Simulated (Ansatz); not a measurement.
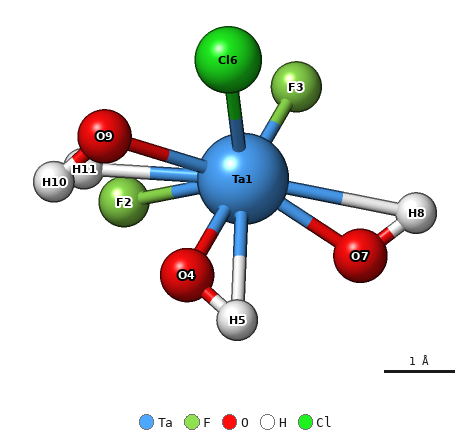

**Figure 1.** The structure as given in the input (ball-and-stick view, seen at a tilt; atoms are numbered from 1 in the order of the input). Sticks mark near contacts.

# Geometry relaxation of TaH4ClO3F2 (part 1 of 2)

TaH4ClO3F2, computed with RKS PBE0-D4/def2-SVP (Ansatz 0.2.0).

The input holds or restrains some coordinates. Forces given for the steps count only the free coordinates. It belongs to a series of runs on one base structure; here: pulled along the bonds that form and break, towards end B. Figures and captions count atoms from 1; the log counts them from 0 in places.

### Log
```
The last accepted step is kept in [file] (removed where the run ends without a failure and the disk answers)
Engine: ansatz 0.2.0, aarch64-unknown-linux-gnu
Functional definition: PBE0
  parameter a = 0.25
  parameter kappa = 0.804
  parameter beta = 0.06672455060314922
  exchange = (1 - a)*pbe_x(kappa = kappa, mu = beta*pi^2/3) + a*exact_x
  correlation = pbe_c(beta = beta)
1436 factors; integrals over basis functions are off by at most 3.3e-4 eV
mean field evaluation 1: about -25670.0391 eV, gradient 9.6e1 eV
mean field evaluation 2: about -25371.9000 eV, gradient 3.4e2 eV
mean field evaluation 4: about -25686.6385 eV, gradient 2.8e1 eV
mean field evaluation 8: about -25688.0600 eV, gradient 5.6e-1 eV
mean field evaluation 16: about -25688.1507 eV, gradient 7.9e-4 eV
mean field -25688.15070293 eV, -944.0221262789 hartree, gradient 8.4e-5 eV, S^2 0.000000; 0 other end points of the search recorded, 0 dependent functions left out
the calculation of the forces begins
reference -25688.15075424 eV, -944.0221281645 hartree; 38, 38 occupied and 102, 102 virtual orbitals, 1436 factors
relax step   1: F+E_penalty+E_count = -25688.36072964 eV  Δ(F+E_penalty+E_count) = +0.000e0 eV  max|allowed force component| = 6.662e0 eV/Å  E_restraint = 22.87943984 eV  max|allowed force component, restraints' pulls added| = 2.299e1 eV/Å  Δτ_max = 0.0000 Å  (33 SCF iters, accepted)
  distance Ta 0 - O 8 = 2.3200 Å
  distance H 10 - F 1 = 1.3532 Å
  distance Ta 0 - F 1 = 2.2800 Å
  distance H 10 - O 8 = 1.4853 Å
these checks for a lower state are left out or cut short: starts, cluster_reference, orbital_swaps, neighbouring_geometries, increment
1436 factors; integrals over basis functions are off by at most 4.6e-4 eV
mean field -25688.52920636 eV, -944.0360360232 hartree, gradient 1.7e-5 eV, S^2 0.000000; 0 other end points of the search recorded, 0 dependent functions left out
[... from here on the field's lines of each further geometry are left out, up to the last ...]
relax step   2: F+E_penalty+E_count = -25688.73353560 eV  Δ(F+E_penalty+E_count) = -3.728e-1 eV  max|allowed force component| = 6.241e0 eV/Å  E_restraint = 9.98276315 eV  max|allowed force component, restraints' pulls added| = 1.617e1 eV/Å  Δτ_max = 0.1947 Å  (41 SCF iters, accepted)
relax step   3: F+E_penalty+E_count = -25689.33659442 eV  Δ(F+E_penalty+E_count) = -6.031e-1 eV  max|allowed force component| = 5.560e0 eV/Å  E_restraint = 3.19941875 eV  max|allowed force component, restraints' pulls added| = 8.503e0 eV/Å  Δτ_max = 0.1948 Å  (40 SCF iters, accepted)
relax step   4: F+E_penalty+E_count = -25690.49573120 eV  Δ(F+E_penalty+E_count) = -1.159e0 eV  max|allowed force component| = 3.244e0 eV/Å  E_restraint = 0.35475481 eV  max|allowed force component, restraints' pulls added| = 3.679e0 eV/Å  Δτ_max = 0.1947 Å  (42 SCF iters, accepted)
relax step   5: F+E_penalty+E_count = -25691.71062086 eV  Δ(F+E_penalty+E_count) = -1.215e0 eV  max|allowed force component| = 2.085e0 eV/Å  E_restraint = 0.04775704 eV  max|allowed force component, restraints' pulls added| = 1.759e0 eV/Å  Δτ_max = 0.1949 Å  (39 SCF iters, accepted)
relax step   6: F+E_penalty+E_count = -25692.53479333 eV  Δ(F+E_penalty+E_count) = -8.242e-1 eV  max|allowed force component| = 1.438e0 eV/Å  E_restraint = 0.02797834 eV  max|allowed force component, restraints' pulls added| = 1.452e0 eV/Å  Δτ_max = 0.1949 Å  (38 SCF iters, accepted)
relax step   7: F+E_penalty+E_count = -25692.98331410 eV  Δ(F+E_penalty+E_count) = -4.485e-1 eV  max|allowed force component| = 1.209e0 eV/Å  E_restraint = 0.02555441 eV  max|allowed force component, restraints' pulls added| = 1.292e0 eV/Å  Δτ_max = 0.1955 Å  (38 SCF iters, accepted)
relax step   8: F+E_penalty+E_count = -25693.17595614 eV  Δ(F+E_penalty+E_count) = -1.926e-1 eV  max|allowed force component| = 9.758e-1 eV/Å  E_restraint = 0.02832927 eV  max|allowed force component, restraints' pulls added| = 6.630e-1 eV/Å  Δτ_max = 0.1936 Å  (37 SCF iters, accepted)
relax step   9: F+E_penalty+E_count = -25693.27554331 eV  Δ(F+E_penalty+E_count) = -9.959e-2 eV  max|allowed force component| = 8.247e-1 eV/Å  E_restraint = 0.02153776 eV  max|allowed force component, restraints' pulls added| = 2.110e-1 eV/Å  Δτ_max = 0.1999 Å  (38 SCF iters, accepted)
relax step  10: F+E_penalty+E_count = -25693.33137706 eV  Δ(F+E_penalty+E_count) = -5.583e-2 eV  max|allowed force component| = 8.925e-1 eV/Å  E_restraint = 0.01889724 eV  max|allowed force component, restraints' pulls added| = 6.686e-1 eV/Å  Δτ_max = 0.1990 Å  (32 SCF iters, accepted)
relax step  11: F+E_penalty+E_count = -25693.36985812 eV  Δ(F+E_penalty+E_count) = -3.848e-2 eV  max|allowed force component| = 9.538e-1 eV/Å  E_restraint = 0.01833102 eV  max|allowed force component, restraints' pulls added| = 6.609e-1 eV/Å  Δτ_max = 0.1994 Å  (33 SCF iters, accepted)
relax step  12: F+E_penalty+E_count = -25693.40985720 eV  Δ(F+E_penalty+E_count) = -4.000e-2 eV  max|allowed force component| = 1.080e0 eV/Å  E_restraint = 0.02019289 eV  max|allowed force component, restraints' pulls added| = 2.075e-1 eV/Å  Δτ_max = 0.1998 Å  (33 SCF iters, accepted)
relax step  13: F+E_penalty+E_count = -25693.43485186 eV  Δ(F+E_penalty+E_count) = -2.499e-2 eV  max|allowed force component| = 1.307e0 eV/Å  E_restraint = 0.01749118 eV  max|allowed force component, restraints' pulls added| = 3.583e-1 eV/Å  Δτ_max = 0.2000 Å  (32 SCF iters, accepted)
relax step  14: F+E_penalty+E_count = -25693.43778195 eV  Δ(F+E_penalty+E_count) = -2.930e-3 eV  max|allowed force component| = 8.682e-1 eV/Å  E_restraint = 0.01987514 eV  max|allowed force component, restraints' pulls added| = 6.369e-1 eV/Å  Δτ_max = 0.0800 Å  (34 SCF iters, accepted)
relax step  15: F+E_penalty+E_count = -25693.44158228 eV  Δ(F+E_penalty+E_count) = -3.800e-3 eV  max|allowed force component| = 9.914e-1 eV/Å  E_restraint = 0.02192960 eV  max|allowed force component, restraints' pulls added| = 9.282e-1 eV/Å  Δτ_max = 0.1209 Å  (32 SCF iters, accepted)
relax step  16: F+E_penalty+E_count = -25693.38829671 eV  Δ(F+E_penalty+E_count) = +5.329e-2 eV  max|allowed force component| = 9.987e-1 eV/Å  E_restraint = 0.02289039 eV  max|allowed force component, restraints' pulls added| = 7.971e-1 eV/Å  Δτ_max = 0.2000 Å  (36 SCF iters, rejected (line search))
relax step  17: F+E_penalty+E_count = -25693.45619083 eV  Δ(F+E_penalty+E_count) = -1.461e-2 eV  max|allowed force component| = 9.403e-1 eV/Å  E_restraint = 0.01886120 eV  max|allowed force component, restraints' pulls added| = 2.000e-1 eV/Å  Δτ_max = 0.0718 Å  (33 SCF iters, accepted)
relax step  18: F+E_penalty+E_count = -25693.45687676 eV  Δ(F+E_penalty+E_count) = -6.859e-4 eV  max|allowed force component| = 9.236e-1 eV/Å  E_restraint = 0.01916969 eV  max|allowed force component, restraints' pulls added| = 2.850e-1 eV/Å  Δτ_max = 0.0185 Å  (33 SCF iters, accepted)
the calculation of the forces begins
reference -25693.25492540 eV, -944.2097029949 hartree; 38, 38 occupied and 102, 102 virtual orbitals, 1436 factors
relax step  19: F+E_penalty+E_count = -25693.45746845 eV  Δ(F+E_penalty+E_count) = -5.917e-4 eV  max|allowed force component| = 9.186e-1 eV/Å  E_restraint = 0.01949100 eV  max|allowed force component, restraints' pulls added| = 1.305e-1 eV/Å  Δτ_max = 0.0424 Å  (33 SCF iters, accepted)
  distance Ta 0 - O 8 = 1.9855 Å
  distance H 10 - F 1 = 0.9277 Å
  distance Ta 0 - F 1 = 3.1256 Å
  distance H 10 - O 8 = 2.2042 Å
1436 factors; integrals over basis functions are off by at most 1.2e-3 eV
mean field evaluation 160: about -25690.9647 eV, gradient 3.3e1 eV
```

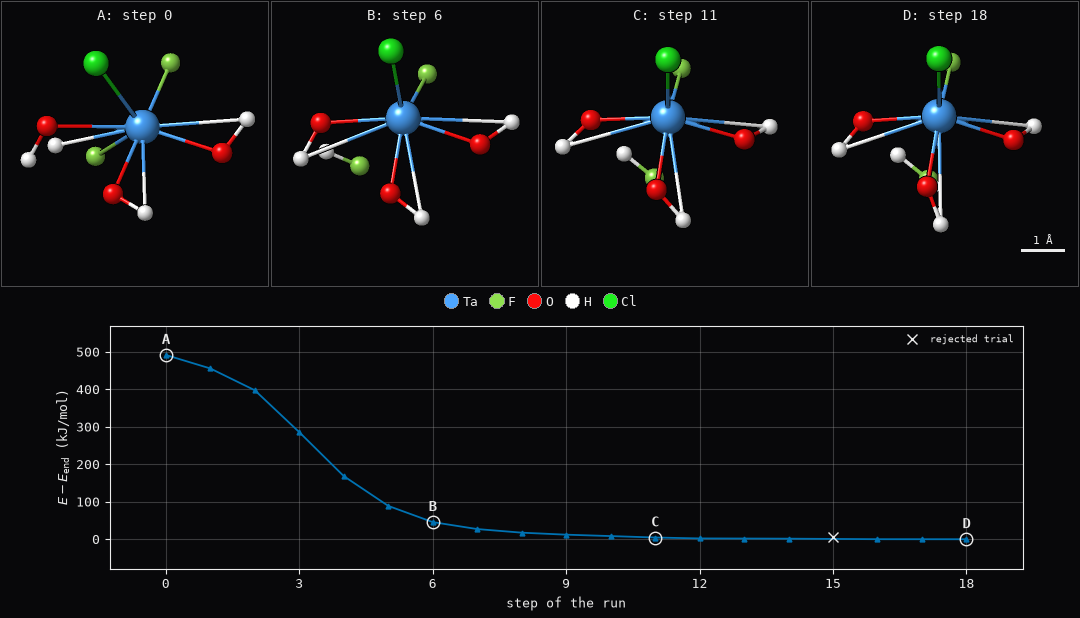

**Figure 2.** Frames of the restrained relaxation (ball-and-stick view, seen at a tilt) above the curves, on which the letters mark them (the first geometry is step 0 here and step 1 in the log).

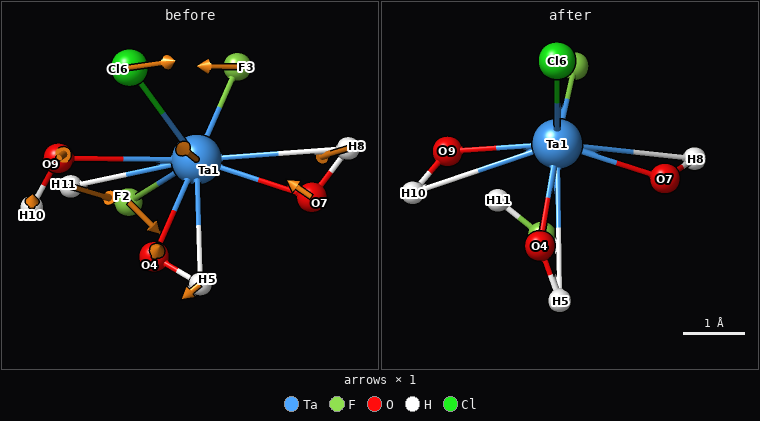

**Figure 3.** Before (left) and after (right) the restrained relaxation, at one scale (ball-and-stick view, seen at a tilt). The orange arrows give the displacements, at true length. The atom that moves furthest after the best rigid fit is H11 (1.32 Å). Largest moves by element: H 1.32 Å, Cl 1.23 Å, Ta 0.82 Å, F 0.79 Å, O 0.60 Å. Distances before and after: Ta1–F2 2.280 → 3.126 Å, Ta1–H11 2.315 → 3.013 Å, F2–H11 1.353 → 0.928 Å, Ta1–O9 2.320 → 1.986 Å. New bonds form: F2–H11 (1.35 → 0.93 Å). Bonds break: Ta1–F2 (2.28 → 3.13 Å), Ta1–H11 (2.32 → 3.01 Å). Among the angles that change: Ta1–O4–H5 109.5° → 142.1°, Ta1–H5–O4 48.5° → 25.4°, Ta1–O7–H8 109.5° → 122.6°. After 18 geometry steps the energy has fallen by 491.8 kJ/mol. The largest force component goes from 6.7 to 0.92 eV/Å. The line search rejected the trial step at point 15 (counted from 0) and went back. (Atoms are counted from 1 in the order of the input.)

```
mean field -25693.25487400 eV, -944.2097011057 hartree, gradient 2.3e-5 eV, S^2 0.000000; 1 other end points of the search recorded, 0 dependent functions left out
the calculation of the forces begins
reference -25693.25492540 eV, -944.2097029949 hartree; 38, 38 occupied and 102, 102 virtual orbitals, 1436 factors
Total energy: -25693.45751986 eV, -944.2171482037 hartree
Atom 0 at    -0.509006     0.580498    -0.264089 Å, force     0.918559     0.550545    -0.274606 eV/Å
Atom 1 at     2.332603    -0.717666    -0.166668 Å, force    -0.145262    -0.039596     0.014349 eV/Å
Atom 2 at     0.094962     0.694513     1.530201 Å, force     0.016144     0.004301     0.046595 eV/Å
Atom 3 at    -0.527030     0.112329    -2.094472 Å, force    -0.044141     0.060331     0.083314 eV/Å
Atom 4 at    -0.407550    -0.633077    -2.685562 Å, force     0.025962    -0.048591    -0.058476 eV/Å
Atom 5 at    -2.455703     1.787737    -0.126207 Å, force    -0.006703    -0.004898     0.004174 eV/Å
Atom 6 at    -0.821337    -1.252571     0.145391 Å, force     0.008668    -0.005207     0.005799 eV/Å
Atom 7 at    -0.519589    -1.661217     0.965071 Å, force    -0.000009    -0.004964     0.001698 eV/Å
Atom 8 at     1.051598     1.757443    -0.612927 Å, force    -0.659932    -0.762326     0.286685 eV/Å
Atom 9 at     1.223767     1.943930    -1.543712 Å, force     0.010568     0.006543    -0.036682 eV/Å
Atom 10 at     2.465985     0.184082     0.005676 Å, force    -0.123854     0.243861    -0.072850 eV/Å
Dipole moment:     0.196635    -0.191305    -0.463424 e Å
```

### Trajectory as extended XYZ (Å, eV, eV/Å), 10 of the 19 frames kept, from step=1 to step=19
```
11
Properties=species:S:1:pos:R:3:forces:R:3 step=1 energy=-25688.36073
Ta    0.0000    0.0000    0.0000    0.0465   2.7266  -2.2646
F     2.2800    0.0000    0.0000   -3.0233   1.3834  -0.7809
F     0.0000    0.0000    1.9300    0.1489  -0.1435  -1.1334
O     0.0000    0.0000   -2.0200   -1.9537  -3.1350   1.5401
H    -0.6343   -0.7100   -2.3571    1.3295   1.0459   0.2487
Cl   -1.2350    2.1390    0.0000   -2.3290  -2.3002   1.7884
O    -1.0100   -1.7493    0.0000   -0.0011   2.7489   1.1193
H    -1.6563   -1.7655    0.7760    1.1912  -0.2530  -1.3015
O     0.7315    1.9594   -1.0040    6.6618  -2.7845   1.0793
H     1.5389    1.7630   -1.5782   -1.0732   0.8560  -1.3857
H     1.9139    1.1594   -0.5940   -0.9976  -0.1446   1.0903
```
